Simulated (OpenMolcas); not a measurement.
# Multiconfigurational calculation for Au⁷⁺ (part 2 of 2)

Continued. System: Au⁷⁺. Method: state-averaged CASSCF, active space 4 electrons in the shells 5d 6d, basis ANO-RCC-VQZP, DKH2 scalar Hamiltonian, spin-orbit coupling by RASSI with atomic mean-field integrals (OpenMolcas).

## The program's output (extracts), continued
```
--- RASSI ---
SPIN-FREE ENERGIES:
  (Shifted by EMIN (a.u.) =     -18981.4399974367)

 SF State       Relative EMIN(au)   Rel lowest level(eV)    D:o, cm**(-1)      L_eff

     1             0.0000000000        0.0000000000              0.0000         2.0
     2             0.0000000000        0.0000000000              0.0000         2.0
     3             0.0000000000        0.0000000000              0.0000         2.0
     4             0.0000000000        0.0000000000              0.0000         2.0
     5             0.0000000000        0.0000000000              0.0000         2.0
     6             0.1011132146        2.7514307362          22191.7855         5.0
     7             0.1011132146        2.7514307362          22191.7855         5.0
     8             0.1011132146        2.7514307362          22191.7855         5.0
     9             0.1011132146        2.7514307362          22191.7855         5.0
    10             0.1011132146        2.7514307362          22191.7855         5.0
    11             0.1011132146        2.7514307362          22191.7855         5.0
    12             0.1011132146        2.7514307362          22191.7855         5.0
    13             0.1011132146        2.7514307362          22191.7855         5.0
    14             0.1011132146        2.7514307362          22191.7855         5.0
    15             0.1011132146        2.7514307362          22191.7855         5.0
    16             0.1011132146        2.7514307362          22191.7855         5.0
    17             0.1142890178        3.1099626059          25083.5400         1.0
    18             0.1142890178        3.1099626059          25083.5400         1.0
    19             0.1142890178        3.1099626059          25083.5400         1.0
    20             0.1161917341        3.1617381552          25501.1380         3.0
    21             0.1161917341        3.1617381552          25501.1380         3.0
    22             0.1161917341        3.1617381552          25501.1380         3.0
    23             0.1161917341        3.1617381552          25501.1380         3.0
    24             0.1161917341        3.1617381552          25501.1380         3.0
    25             0.1161917341        3.1617381552          25501.1380         3.0
    26             0.1161917341        3.1617381552          25501.1380         3.0
    27             0.1252498371        3.4082216944          27489.1618         4.0
    28             0.1252498371        3.4082216944          27489.1618         4.0
    29             0.1252498371        3.4082216944          27489.1618         4.0
    30             0.1252498371        3.4082216944          27489.1618         4.0
    31             0.1252498371        3.4082216944          27489.1618         4.0
    32             0.1252498371        3.4082216944          27489.1618         4.0
    33             0.1252498371        3.4082216944          27489.1618         4.0
    34             0.1252498371        3.4082216944          27489.1618         4.0
    35             0.1252498371        3.4082216944          27489.1618         4.0
    51             0.1516305680        4.1260779521          33279.0630         6.0
    52             0.1516305680        4.1260779521          33279.0630         6.0
    53             0.1516305680        4.1260779521          33279.0630         6.0
    54             0.1516305680        4.1260779521          33279.0630         6.0
    55             0.1516305680        4.1260779521          33279.0630         6.0
Eigenvalues of complex Hamiltonian:
   -----------------------------------
  (Shifted by EMIN (a.u.) =     -18981.4399974367)

 SO State       Relative EMIN(au)   Rel lowest level(eV)    D:o, cm**(-1)     J-value

     1            -0.1160568480        0.0000000000              0.0000        -0.0
     2            -0.0766524844        1.0722473584           8648.2582         0.6
     3            -0.0766524844        1.0722473583           8648.2582         0.9
     4            -0.0766524844        1.0722473583           8648.2582         0.7
     5            -0.0456357648        1.9162552949          15455.6413         1.1
     6            -0.0456357648        1.9162552949          15455.6413         1.7
     7            -0.0456357648        1.9162552949          15455.6413         1.2
     8            -0.0456357648        1.9162552949          15455.6413         1.8
     9            -0.0456357648        1.9162552949          15455.6413         1.9
    10            -0.0234668717        2.5195016079          20321.1509         2.5
    11            -0.0234668717        2.5195016080          20321.1509         2.0
    12            -0.0234668717        2.5195016080          20321.1509         2.3
    13            -0.0234668717        2.5195016080          20321.1509         1.9
    14            -0.0234668717        2.5195016079          20321.1509         2.7
    15            -0.0234668717        2.5195016079          20321.1509         2.6
    16            -0.0234668717        2.5195016080          20321.1509         2.5
    17            -0.0127456440        2.8112410768          22674.1884         3.0
    18            -0.0127456440        2.8112410766          22674.1884         3.5
    19            -0.0127456440        2.8112410766          22674.1884         3.3
    20            -0.0127456440        2.8112410767          22674.1884         3.5
    21            -0.0127456440        2.8112410766          22674.1884         3.3
    22            -0.0127456440        2.8112410767          22674.1884         3.2
    23            -0.0127456440        2.8112410767          22674.1884         3.1
    24            -0.0127456440        2.8112410768          22674.1884         2.8
    25            -0.0127456440        2.8112410767          22674.1884         2.9
    26             0.0290601326        3.9488342095          31849.4958        -0.0
    27             0.0372150108        4.1707397505          33639.2847         3.3
    28             0.0372150108        4.1707397504          33639.2847         3.8
    29             0.0372150108        4.1707397504          33639.2847         3.6
    30             0.0372150108        4.1707397504          33639.2847         3.0
    31             0.0372150108        4.1707397506          33639.2847         3.1
    32             0.0372150108        4.1707397504          33639.2847         3.1
    33             0.0372150108        4.1707397506          33639.2847         2.9
    34             0.0372150108        4.1707397506          33639.2847         2.7
    35             0.0372150108        4.1707397507          33639.2847         2.9
    36             0.0634207084        4.8838331106          39390.7705         2.4
    37             0.0634207084        4.8838331104          39390.7705         2.9
    38             0.0634207084        4.8838331108          39390.7705         2.4
    39             0.0634207084        4.8838331106          39390.7705         2.6
    40             0.0634207084        4.8838331107          39390.7705         1.7
    41             0.0634207084        4.8838331107          39390.7705         2.1
Weights of the five most important spin-orbit-free states for each spin-orbit state.

 SO State  Total energy (au)           Spin-free states, spin, and weights
 -------------------------------------------------------------------------------------------------------
    1        -0.116057      19 1.0  0.1208   17 1.0  0.1208   18 1.0  0.1208    1 2.0  0.1163    3 2.0  0.1163
    2        -0.076652       5 2.0  0.3147    4 2.0  0.2972    2 2.0  0.1050    3 2.0  0.0925   18 1.0  0.0832
    3        -0.076652       1 2.0  0.2453    3 2.0  0.2150    2 2.0  0.1679    4 2.0  0.0957    5 2.0  0.0943
    4        -0.076652       1 2.0  0.2368    2 2.0  0.2180    3 2.0  0.1835    4 2.0  0.0980   19 1.0  0.0854
    5        -0.045636       5 2.0  0.2116    3 2.0  0.2033    4 2.0  0.1992    2 2.0  0.1483    1 2.0  0.1270
    6        -0.045636       2 2.0  0.2340    1 2.0  0.1974    3 2.0  0.1681    5 2.0  0.1465    4 2.0  0.1435
    7        -0.045636       5 2.0  0.2286    4 2.0  0.2223    1 2.0  0.1889    3 2.0  0.1529    2 2.0  0.0969
    8        -0.045636       2 2.0  0.2213    5 2.0  0.2076    3 2.0  0.1862    1 2.0  0.1514    4 2.0  0.1231
    9        -0.045636       1 2.0  0.2248    4 2.0  0.2016    2 2.0  0.1890    3 2.0  0.1790    5 2.0  0.0952
   10        -0.023467       2 2.0  0.2522    4 2.0  0.2395    3 2.0  0.1677    5 2.0  0.1238   25 1.0  0.0422
   11        -0.023467       1 2.0  0.2717    4 2.0  0.2566    5 2.0  0.1050    2 2.0  0.0976    3 2.0  0.0829
   12        -0.023467       3 2.0  0.2496    2 2.0  0.1982    4 2.0  0.1746    1 2.0  0.1295    5 2.0  0.0619
```

## Spin-orbit levels, grouped by J and assigned (the lowest 15)

| Configuration | Level | E (eV) | LS purity (%) | Landé g |
| --- | --- | --- | --- | --- |
| 5d⁴ | ⁵D₀ | 0 | 58 | – |
| 5d⁴ | ⁵D₁ | 1.072 | 82 | 1.499 |
| 5d⁴ | ⁵D₂ | 1.916 | 89 | 1.464 |
| 5d⁴ | ⁵D₃ | 2.520 | 81 | 1.431 |
| 5d⁴ | J = 4 (even, mixed) | 2.811 | 53 | 1.323 |
| 5d⁴ | J = 0 (even, mixed) | 3.949 | 44 | – |
| 5d⁴ | J = 4 (even, mixed) | 4.171 | 53 | 1.029 |
| 5d⁴ | ³G₃ | 4.884 | 63 | 0.915 |
| 5d⁴ | ³F₂ | 5.062 | 61 | 0.851 |
| 5d⁴ | ³H₅ | 5.192 | 76 | 1.074 |
| 5d⁴ | ³P₁ | 5.347 | 72 | 1.353 |
| 5d⁴ | ³H₆ | 5.620 | 69 | 1.115 |
| 5d⁴ | ³G₄ | 6.157 | 65 | 1.032 |
| 5d⁴ | J = 2 (even, mixed) | 6.379 | 45 | 1.229 |
| 5d⁴ | J = 3 (even, mixed) | 6.612 | 42 | 1.177 |

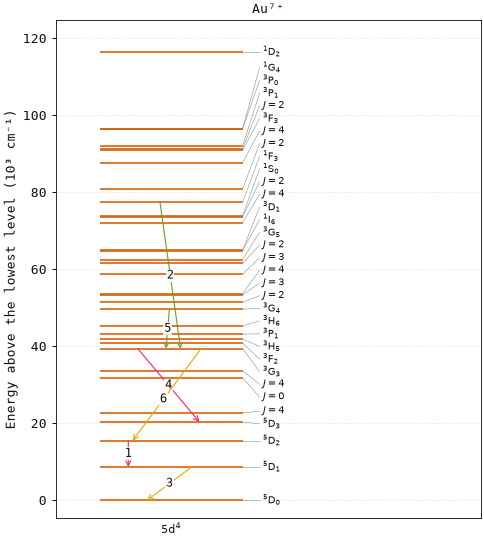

**Figure 2.** Levels of Au⁷⁺ with 6 numbered transitions. Rates are at computed energies.

```
No.    Upper    Lower  Type  λ (vacuum)  A (s⁻¹)
  1  5d⁴ ⁵D₂  5d⁴ ⁵D₁    M1     1470 nm       15
  2  5d⁴ ¹F₃  5d⁴ ³G₃    M1      263 nm       30
  3  5d⁴ ⁵D₁  5d⁴ ⁵D₀    M1     1160 nm       25
  4  5d⁴ ³G₃  5d⁴ ⁵D₃    M1      524 nm       53
  5  5d⁴ ³G₄  5d⁴ ³G₃    M1      974 nm       17
  6  5d⁴ ³G₃  5d⁴ ⁵D₂    M1      418 nm       37
```

Line 4 has the largest rate; it falls in the visible region.

Outcome of the run: converged.
